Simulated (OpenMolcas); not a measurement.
# Ru⁵⁺ among point charges: CASSCF and CASPT2 levels and susceptibility

Aim: the splitting of the states of Ru⁵⁺ in the field of 4 point charges, its lowest levels with spin-orbit coupling and its magnetic susceptibility.

Program: OpenMolcas 26.06. Level of theory: state-averaged CASSCF and CASPT2, spin-orbit coupling by RASSI with atomic mean-field integrals. These are calculated values, not measurements, unless marked.

### 1 Starting point

```
Species                           : Ru⁵⁺ (ruthenium, Z = 44, 39 electrons)
Basis                             : ANO-RCC-VDZP [6s5p3d1f], 43 functions
Scalar Hamiltonian                : DKH2, point nucleus
Inactive shells                   : 1s 2s 2p 3s 3p 3d 4s 4p
Active space                      : 3 electrons in 5 orbitals (4d)
Some configurations of this space : 4d³
Orbitals                          : optimised for each spin and parity, averaged over all roots
```

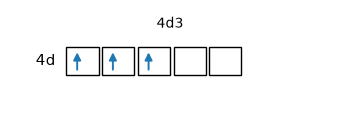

The shells outside the core, filled by Hund's rule for the drawing.

The ion sits among 4 point charges of -1.5 e arranged as a square (D4h), 2.05 Å from the ion.

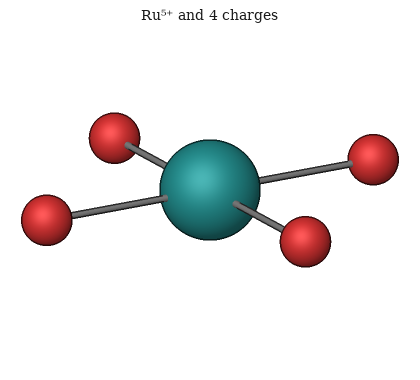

The ion and the point charges (red).

The work runs as a chain of OpenMolcas steps in one folder; each step below is one input file. Labels, J, g values, rates, χT and fits are worked out afterwards by a script from the matrices that RASSI stores. The input lists half of the charges; inversion (Group=XYZ) makes the rest.

### 2 One- and two-electron integrals

a.inp

```
&GATEWAY
Coord
1

Ru 0.0 0.0 0.0
Basis=ANO-RCC-VDZP
Group=XYZ
NoMove
AngMom=0.0 0.0 0.0
AMFI
XField
2 Angstrom 0
2.050000 0.000000 0.000000 -1.500000
0.000000 2.050000 0.000000 -1.500000
&SEWARD
```

Run with:

```sh
$ OMP_NUM_THREADS=1 MOLCAS_MEM=1689 MOLCAS_PROJECT=a pymolcas a.inp > a.log
```

Standard output:

```text
Basis set label: RU.ANO-RCC...6S5P3D1F.

      Electronic valence basis set:
      ------------------
      Associated Effective Charge  44.000000 au
      Associated Actual Charge     44.000000 au
      Nuclear Model: Point charge

      Shell  nPrim  nBasis  Cartesian Spherical Contaminant
         s      21       6        X
         p      18       5        X
         d      13       3                 X
         f       6       1                 X
                  Relativistic Douglas-Kroll-Hess integrals:
                    - DKH order of Hamiltonian: 2
                    - DKH order of Properties : 0
                  Atomic mean-field integrals
```

### 3 Reference wave functions, quartets of even parity, 10 roots

a.inp

```
&RASSCF
FileOrb=start.orb
Symmetry=1
Spin=4
nActEl=3 0 0
Inactive=9 9
Ras2=5 0
CIRoot=10 10 1
SDav=10
CIMx=300
Iter=120 100
PrWF=0.3
OrbListing=Nothing
MaxOrb=0
>>> COPY $Project.JobIph JOB001
```

start.orb holds the contracted functions of the basis, ordered by shell, or the orbitals of the step before.

Standard output, shortened:

```text
[...]
      Number of active orbitals                  5
[...]
      Spin quantum number                      1.5
[...]
      Active orbitals                            5   0
[...]
      Number of CSFs                            10
      Number of root(s) required                10
[...]
      Convergence after  7 iterations
[...]
      Natural orbitals and occupation numbers for root  1
      sym 1:   0.860018   0.860018   1.000000   0.139982   0.139982
      Natural orbitals and occupation numbers for root  2
      sym 1:   0.860018   0.139982   0.139982   0.860018   1.000000
      Natural orbitals and occupation numbers for root  3
      sym 1:   0.167431   0.832569   0.167431   1.000000   0.832569
::    RASSCF root number  1 Total energy:  -4529.50727387
::    RASSCF root number  2 Total energy:  -4529.50727387
::    RASSCF root number  3 Total energy:  -4529.50527983
[...]
::    RASSCF root number  7 Total energy:  -4529.48541147
::    RASSCF root number  8 Total energy:  -4529.43193323
::    RASSCF root number  9 Total energy:  -4529.39520157
::    RASSCF root number 10 Total energy:  -4529.39520157
```

### 4 Reference wave functions, doublets of even parity, 40 roots

a.inp

```
&RASSCF
FileOrb=start.orb
Symmetry=1
Spin=2
nActEl=3 0 0
Inactive=9 9
Ras2=5 0
CIRoot=40 40 1
SDav=40
CIMx=300
Iter=120 100
PrWF=0.3
OrbListing=Nothing
MaxOrb=0
>>> COPY $Project.JobIph JOB002
```

Run with:

```sh
$ OMP_NUM_THREADS=1 MOLCAS_MEM=1689 MOLCAS_PROJECT=a pymolcas a.inp > a.log
```

Standard output, shortened:

```text
[...]
      Number of active orbitals                  5
[...]
      Spin quantum number                      0.5
[...]
      Active orbitals                            5   0
[...]
      Number of CSFs                            40
      Number of root(s) required                40
[...]
      Convergence after  7 iterations
[...]
      Natural orbitals and occupation numbers for root  1
      sym 1:   0.126072   0.962933   0.051903   0.896159   0.962933
      Natural orbitals and occupation numbers for root  2
      sym 1:   0.436926   1.268373   0.120365   0.484633   0.689703
      Natural orbitals and occupation numbers for root  3
      sym 1:   0.436926   1.268373   0.120365   0.689703   0.484633
::    RASSCF root number  1 Total energy:  -4529.43631249
::    RASSCF root number  2 Total energy:  -4529.43579476
::    RASSCF root number  3 Total energy:  -4529.43579476
[...]
::    RASSCF root number 27 Total energy:  -4529.35167373
::    RASSCF root number 28 Total energy:  -4529.35167373
::    RASSCF root number 29 Total energy:  -4529.32939618
::    RASSCF root number 30 Total energy:  -4529.32077336
```

### 5 RASSI: spin-orbit coupling between the states

a.inp

```
&RASSI
NrOfJobIphs=2 10 40
1 2 3 4 5 6 7 8 9 10
1 2 3 4 5 6 7 8 9 10 11 12 13 14 15 16 17 18 19 20 21 22 23 24 25 26 27
28 29 30 31 32 33 34 35 36 37 38 39 40
IphNames
JOB001
JOB002
EJob
SpinOrbit
DIPRint=1.0
SOCoupling=1000.0
Subsets=2
Property=9
'ANGMOM' 1 'ANGMOM' 2 'ANGMOM' 3 'MLTPL  1' 1 'MLTPL  1' 2 'MLTPL  1' 3
'AMFI' 1 'AMFI' 2 'AMFI' 3
SOProperty=3
'ANGMOM' 1 'ANGMOM' 2 'ANGMOM' 3
```

Run with:

```sh
$ OMP_NUM_THREADS=1 MOLCAS_MEM=1689 MOLCAS_PROJECT=a pymolcas a.inp > a.log
```

Standard output:

```text
SPIN-FREE ENERGIES:
  (Shifted by EMIN (a.u.) =      -4529.5072738697)

 SF State       Relative EMIN(au)   Rel lowest level(eV)    D:o, cm**(-1)      L_eff

     1             0.0000000000        0.0000000000              0.0000         3.0
     2             0.0000000000        0.0000000000              0.0000         3.0
     3             0.0019940356        0.0542604738            437.6402         2.4
     4             0.0030124360        0.0819725585            661.1533         3.0
     5             0.0215676564        0.5868858286           4733.5534         3.0
     6             0.0218624031        0.5949062953           4798.2429         2.9
     7             0.0218624031        0.5949062953           4798.2429         2.9
    11             0.0709613806        1.9309575369          15574.2229         4.8
    12             0.0714791075        1.9450456039          15687.8508         3.7
    13             0.0714791075        1.9450456039          15687.8508         3.7
    14             0.0721360203        1.9629211102          15832.0265         4.0
    15             0.0734210347        1.9978881339          16114.0545         4.7
    16             0.0734210347        1.9978881339          16114.0545         4.7
    17             0.0752541891        2.0477708056          16516.3854         4.2
     8             0.0753406356        2.0501231357          16535.3582         2.0
    18             0.0783234009        2.1312883130          17189.9995         4.0
    19             0.0796997379        2.1687403515          17492.0706         3.8
    20             0.0860044546        2.3403004332          18875.7960         4.0
    21             0.0860044546        2.3403004332          18875.7960         4.0
    22             0.0872703479        2.3747471443          19153.6274         4.0
    23             0.0900649839        2.4507930655          19766.9792         4.0
    24             0.0912200206        2.4822232130          20020.4804         4.1
    25             0.0913846389        2.4867027069          20056.6099         2.3
    26             0.0913846389        2.4867027069          20056.6099         2.3
    27             0.1057965488        2.8788707530          23219.6585         3.5
    10             0.1120722983        3.0496425969          24597.0264         1.3
     9             0.1120722983        3.0496425969          24597.0264         1.3
    28             0.1128822025        3.0716812126          24774.7798         3.4
    29             0.1144591552        3.1145922811          25120.8809         4.5
    30             0.1144591552        3.1145922811          25120.8809         4.5
    31             0.1197802738        3.2593872949          26288.7314         1.8
    32             0.1279927421        3.4828599410          28091.1599         3.7
    33             0.1303059991        3.5458068723          28598.8611         2.9
    34             0.1303059991        3.5458068723          28598.8611         2.9
    35             0.1404441075        3.8216788565          30823.9187         4.8
    36             0.1501172771        4.0848992082          32946.9340         3.7
    37             0.1556001356        4.2340953902          34150.2824         4.8
    38             0.1556001356        4.2340953902          34150.2824         4.8
    39             0.1778776882        4.8402984769          39039.6400         3.0
    40             0.1865005084        5.0749373703          40932.1303         3.0
Eigenvalues of complex Hamiltonian:
   -----------------------------------
  (Shifted by EMIN (a.u.) =      -4529.5072738697)

 SO State       Relative EMIN(au)   Rel lowest level(eV)    D:o, cm**(-1)     J-value

     1            -0.0123470148        0.0000000000              0.0000         1.1
     2            -0.0123470148        0.0000000000              0.0000         1.1
     3            -0.0063052339        0.1644052340           1326.0176         1.5
     4            -0.0063052339        0.1644052340           1326.0176         1.5
     5            -0.0062663563        0.1654631472           1334.5503         1.8
     6            -0.0062663563        0.1654631472           1334.5503         1.8
     7            -0.0010334714        0.3078571998           2483.0358         2.3
     8            -0.0010334714        0.3078571998           2483.0358         2.3
     9            -0.0002318850        0.3296694763           2658.9636         2.3
    10            -0.0002318850        0.3296694763           2658.9636         2.3
    11             0.0044541769        0.4571837164           3687.4354         2.7
    12             0.0044541769        0.4571837164           3687.4354         2.7
    13             0.0048162925        0.4670373834           3766.9105         3.2
    14             0.0048162925        0.4670373834           3766.9105         3.2
    15             0.0064794565        0.5122943839           4131.9329         2.7
    16             0.0064794565        0.5122943839           4131.9329         2.7
    17             0.0147674999        0.7378235324           5950.9481         2.2
    18             0.0147674999        0.7378235324           5950.9481         2.2
    19             0.0187553426        0.8463382618           6826.1784         2.7
    20             0.0187553426        0.8463382618           6826.1784         2.7
    21             0.0220487156        0.9359555069           7548.9903         2.6
    22             0.0220487156        0.9359555069           7548.9903         2.6
    23             0.0232337176        0.9682010537           7809.0681         3.3
    24             0.0232337176        0.9682010537           7809.0681         3.3
    25             0.0262646532        1.0506770114           8474.2816         3.4
    26             0.0262646532        1.0506770114           8474.2816         3.4
    27             0.0283236304        1.1067046357           8926.1749         3.8
    28             0.0283236304        1.1067046357           8926.1749         3.8
    29             0.0624041587        2.0340830545          16405.9862         4.3
    30             0.0624041587        2.0340830545          16405.9862         4.3
    31             0.0649005124        2.1020122999          16953.8726         3.3
    32             0.0649005124        2.1020122999          16953.8726         3.3
    33             0.0665496010        2.1468862858          17315.8057         3.4
    34             0.0665496010        2.1468862858          17315.8057         3.4
    35             0.0677137954        2.1785656313          17571.3168         3.6
    36             0.0677137954        2.1785656313          17571.3168         3.6
    37             0.0706557280        2.2586196947          18216.9964         2.6
    38             0.0706557280        2.2586196947          18216.9964         2.6
    39             0.0726242751        2.3121865904          18649.0425         2.6
    40             0.0726242751        2.3121865904          18649.0425         2.6
    41             0.0753775446        2.3871068684          19253.3153         3.3
Weights of the five most important spin-orbit-free states for each spin-orbit state.

 SO State  Total energy (au)           Spin-free states, spin, and weights
 -------------------------------------------------------------------------------------------------------
    1        -0.012347       2 1.5  0.3937    1 1.5  0.3937    4 1.5  0.1587    3 1.5  0.0095    6 1.5  0.0094
    2        -0.012347       2 1.5  0.3937    1 1.5  0.3937    4 1.5  0.1587    3 1.5  0.0095    7 1.5  0.0094
    3        -0.006305       3 1.5  0.3079    4 1.5  0.2701    2 1.5  0.1508    1 1.5  0.1508    7 1.5  0.0399
    4        -0.006305       3 1.5  0.3079    4 1.5  0.2701    2 1.5  0.1508    1 1.5  0.1508    7 1.5  0.0399
    5        -0.006266       1 1.5  0.3956    2 1.5  0.3956    4 1.5  0.0941    3 1.5  0.0908    6 1.5  0.0070
    6        -0.006266       1 1.5  0.3956    2 1.5  0.3956    4 1.5  0.0941    3 1.5  0.0908    6 1.5  0.0070
    7        -0.001033       3 1.5  0.3880    4 1.5  0.3497    1 1.5  0.0885    2 1.5  0.0885    7 1.5  0.0275
    8        -0.001033       3 1.5  0.3880    4 1.5  0.3497    1 1.5  0.0885    2 1.5  0.0885    7 1.5  0.0275
    9        -0.000232       3 1.5  0.8065    2 1.5  0.0405    1 1.5  0.0405    6 1.5  0.0324    7 1.5  0.0324
   10        -0.000232       3 1.5  0.8065    2 1.5  0.0405    1 1.5  0.0405    6 1.5  0.0324    7 1.5  0.0324
   11         0.004454       1 1.5  0.3358    2 1.5  0.3358    4 1.5  0.2202    5 1.5  0.0762    6 1.5  0.0095
   12         0.004454       1 1.5  0.3358    2 1.5  0.3358    4 1.5  0.2202    5 1.5  0.0762    6 1.5  0.0095
```

These steps: 10 s of run time, 1 thread of Arm Neoverse V1, shared host.

Spin-free states, with their symmetry labels:

| state | degeneracy | E (cm-1) | free-ion L (%) |
| --- | --- | --- | --- |
| 4E | 2 | 0 | F (98) |
| 4A2 | 1 | 438 | F (60) |
| 4B1 | 1 | 661 | F (100) |
| 4B2 | 1 | 4734 | F (100) |
| 4E | 2 | 4798 | F (94) |
| 2A2 | 1 | 15574 | H (87) |
| 2E | 2 | 15688 | G (75) |
| 2A1 | 1 | 15832 | G (91) |
| 2E | 2 | 16114 | H (82) |
| 2B2 | 1 | 16516 | G (68) |
| 4A2 | 1 | 16535 | P (60) |
| 2B1 | 1 | 17190 | G (55) |
| 2B2 | 1 | 17492 | H (44) |
| 2E | 2 | 18876 | G (80) |
| 2B1 | 1 | 19154 | G (43) |
| 2A2 | 1 | 19767 | G (73) |
| 2A1 | 1 | 20020 | G (85) |
| 2E | 2 | 20057 | P (63) |
| 2B1 | 1 | 23220 | D (60) |
| 4E | 2 | 24597 | P (92) |
| 2B2 | 1 | 24775 | D (52) |
| 2E | 2 | 25121 | H (72) |
| 2A2 | 1 | 26289 | P (82) |
| 2A1 | 1 | 28091 | D (52) |

With spin-orbit coupling:

```csv
E (cm-1),Degeneracy,Label,2S+1,g
0.0,2,E3/2,4,0.57 1.41 1.41
1326,2,E1/2,4,0.06 0.06 1.27
1335,2,E3/2,4,1.27 2.91 2.91
2483,2,E1/2,4,0.02 2.76 2.76
2659,2,E3/2,4,0.21 0.21 4.23
3687,2,E1/2,4,2.48 2.48 4.01
3767,2,E3/2,4,1.11 5.01 5.01
4132,2,E1/2,4,2.26 2.26 5.66
5951,2,E3/2,4,2.13 2.13 2.69
6826,2,E1/2,4,0.74 0.74 4.34
7549,2,E1/2,4,0.24 0.24 7.21
7809,2,E3/2,4,1.99 4.09 4.09
8474,2,E1/2,4,0.78 0.78 5.22
8926,2,E3/2,4,2.58 5.67 5.67
16406,2,E1/2,2,1.09 4.42 4.42
16954,2,E3/2,2,0.54 0.54 3.42
17316,2,E1/2,2,0.79 3.24 3.24
17571,2,E3/2,2,1.65 2.55 2.55
18217,2,E3/2,4,0.15 0.15 3.80
18649,2,E1/2,4,1.72 3.35 3.35
19253,2,E3/2,2,2.20 2.20 2.24
19294,2,E1/2,2,0.61 5.61 5.61
20107,2,E3/2,2,0.42 4.01 4.01
20332,2,E3/2,2,0.21 0.21 2.49
```

The table of states holds 24 of 37 computed; the rest, higher up, is left out. Principal g values are given for doublets only; a zero marks a field direction without first-order Zeeman splitting.

Powder χT (cm³ K/mol): 0.14 at 2 K, 0.14 at 5 K, 0.14 at 10 K, 0.14 at 20 K, 0.15 at 50 K, 0.16 at 100 K, 0.18 at 150 K, 0.19 at 200 K, 0.21 at 250 K, 0.22 at 300 K.

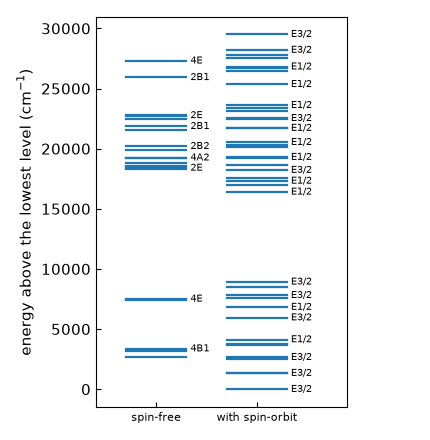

The states in the field without (left) and with (right) spin-orbit coupling.

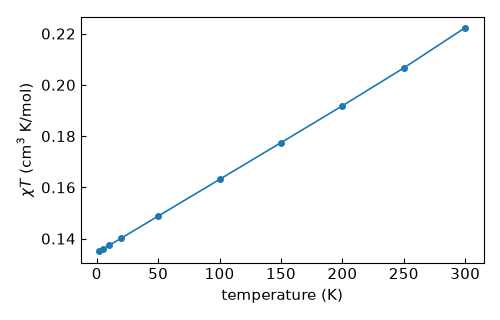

χT against temperature.

Orbitals of the lowest block (energies include the constant potential of the surroundings):

| shell | space | energy (hartree) | mean occupation | ⟨r²⟩ (bohr²) |
| --- | --- | --- | --- | --- |
| 1s | inactive | -817.8993 | 2.000 | 0.00147 |
| 2s | inactive | -121.5080 | 2.000 | 0.0248 |
| 2p | inactive | -108.7602 | 6.000 | 0.0196 |
| 3s | inactive | -23.5554 | 2.000 | 0.183 |
| 3p | inactive | -19.2436 | 6.000 | 0.186 |
| 3d | inactive | -12.2826 | 10.000 | 0.175 |
| 4s | inactive | -4.3922 | 2.000 | 1.16 |
| 4p | inactive | -3.0352 | 6.000 | 1.34 |
| 4d | RAS2 |  | 3.000 | 2.01 |

### 6 CASPT2: IPEA 0.25, imaginary shift 0.1 (closed shells correlated: 4s 4p)

a.inp

```
>>> COPY JOB001 $Project.JobIph
&CASPT2
Multistate=10 1 2 3 4 5 6 7 8 9 10
NoMult
Frozen=8 6
IPEA=0.25
Imaginary=0.1
MaxIter=60
WThr=0.0 0.3 0.05
PrWF=0.5
NoMix
>>> COPY JOB002 $Project.JobIph
&CASPT2
Multistate=40 1 2 3 4 5 6 7 8 9 10 11 12 13 14 15 16 17 18 19 20 21 22
23 24 25 26 27 28 29 30 31 32 33 34 35 36 37 38 39 40
NoMult
Frozen=8 6
IPEA=0.25
Imaginary=0.1
MaxIter=60
WThr=0.0 0.3 0.05
PrWF=0.5
NoMix
```

Standard output, shortened:

```text
[...]
      Active orbitals                            5   0
[...]
      E2 (Variational):          -0.1967244474
      Total energy:           -4529.7039983172
[...]
::    CASPT2 Root  1     Total energy:  -4529.70399832
::    CASPT2 Root  2     Total energy:  -4529.70399832
[...]
::    CASPT2 Root 27     Total energy:  -4529.55390555
::    CASPT2 Root 28     Total energy:  -4529.55390555
::    CASPT2 Root 29     Total energy:  -4529.54370236
::    CASPT2 Root 30     Total energy:  -4529.53460939
```

This run: 3.4 s of run time, 1 thread of Arm Neoverse V1, shared host.

SS-CASPT2: lowest energy less the reference's lowest, -0.1989 hartree; reference weights 0.956 to 0.964.

Spin-free states, with their symmetry labels:

| state | degeneracy | E (cm-1) | free-ion L (%) |
| --- | --- | --- | --- |
| 4A2 | 1 | 0 | F (60) |
| 4E | 2 | 482 | F (98) |
| 4B1 | 1 | 1611 | F (100) |
| 4E | 2 | 5305 | F (94) |
| 4B2 | 1 | 5717 | F (100) |
| 2E | 2 | 14484 | G (75) |
| 2A1 | 1 | 14632 | G (91) |
| 2A2 | 1 | 14859 | H (87) |
| 2E | 2 | 15392 | H (82) |
| 4A2 | 1 | 15742 | P (60) |
| 2B2 | 1 | 15841 | H (44) |
| 2B1 | 1 | 15905 | G (55) |
| 2B2 | 1 | 16222 | G (68) |
| 2B1 | 1 | 17715 | G (43) |
| 2E | 2 | 17770 | G (80) |
| 2E | 2 | 18109 | P (63) |
| 2A2 | 1 | 18939 | G (73) |
| 2A1 | 1 | 19125 | G (85) |
| 2B1 | 1 | 21357 | D (60) |
| 2B2 | 1 | 23139 | D (52) |
| 4E | 2 | 23171 | P (92) |
| 2E | 2 | 24272 | H (72) |
| 2A2 | 1 | 24442 | P (82) |
| 2E | 2 | 26036 | D (61) |

With spin-orbit coupling:

```
E (cm-1)  Degeneracy  Label  2S+1               g
       0           2   E3/2     4  0.42 1.26 1.26
     930           2   E1/2     4  0.83 1.14 1.14
    1150           2   E3/2     4  1.40 1.88 1.88
    1980           2   E3/2     4  0.66 0.66 1.50
    2400           2   E1/2     4  1.60 1.60 2.71
    3810           2   E1/2     4  2.23 3.28 3.28
    3960           2   E1/2     4  3.32 3.32 4.57
    4060           2   E3/2     4  1.03 4.86 4.86
    6130           2   E3/2     4  1.90 1.90 2.66
    6940           2   E1/2     4  0.52 0.52 3.71
    7490           2   E1/2     4  0.14 0.14 7.47
    7780           2   E3/2     4  2.08 3.98 3.98
    8710           2   E1/2     4  0.30 0.30 6.18
    9080           2   E3/2     4  2.66 5.63 5.63
   15060           2   E1/2     2  1.12 4.51 4.51
   15220           2   E3/2     2  0.33 0.33 3.33
   15670           2   E1/2     2  0.70 3.29 3.29
   16360           2   E3/2     2  2.19 2.36 2.36
   16570           2   E3/2     2  0.13 0.13 2.00
   17230           2   E1/2     4  1.60 3.19 3.19
   17690           2   E3/2     2  1.23 2.65 2.65
   18040           2   E1/2     2  0.66 5.57 5.57
   18510           2   E3/2     2  1.67 2.76 2.76
   18940           2   E3/2     2  0.19 0.87 0.87
```

Powder χT (cm³ K/mol): 0.11 at 2 K, 0.11 at 5 K, 0.11 at 10 K, 0.11 at 20 K, 0.12 at 50 K, 0.14 at 100 K, 0.15 at 150 K, 0.17 at 200 K, 0.19 at 250 K, 0.21 at 300 K.

### 7 The methods side by side

A. CASSCF
B. SS-CASPT2, IPEA 0.25, imaginary shift 0.1 (closed shells correlated: 4s 4p)

| method | ground state | first state of that spin (cm-1) | first gap with spin-orbit (cm-1) | χT at 300 K |
| --- | --- | --- | --- | --- |
| A | 4E | 4A2 437.6 | 1326.0 | 0.22 |
| B | 4A2 | 4E 482.2 | 933.5 | 0.21 |

### 8 What came out

| quantity | value |
| --- | --- |
| method | SS-CASPT2, IPEA 0.25, imaginary shift 0.1 (closed shells correlated: 4s 4p) |
| spin-free ground state | 4A2, 1-fold in its orbital part |
| first state of the same spin within the active space | 4E at 482 cm⁻¹ |
| lowest level | 2-fold E3/2, g = 0.42, 1.26, 1.26 |
| next level | 933.5 cm⁻¹ |
| χT at 300 K | 0.21 cm³ K/mol |
| effective moment at 300 K | 1.30 μB |

Cost by method:

| method | time of its own steps | time with the reference |
| --- | --- | --- |
| A. CASSCF | 10 s | 10 s |
| B. SS-CASPT2, IPEA 0.25, imaginary shift 0.1, +4s 4p | 3.4 s | 14 s |

Times are of one thread on a shared host.

**Reading.** The spin-free ground state (4A2) comes to 60 % from free-ion F terms and keeps the highest spin of the shell. χT at 300 K is 0.21, against 1.88 cm³ K/mol for the spin alone, so spin-orbit coupling lowers it. The field of point charges can differ much from that of real complexes. Point charges carry no covalency, so the field is a model and not that of real ligands.
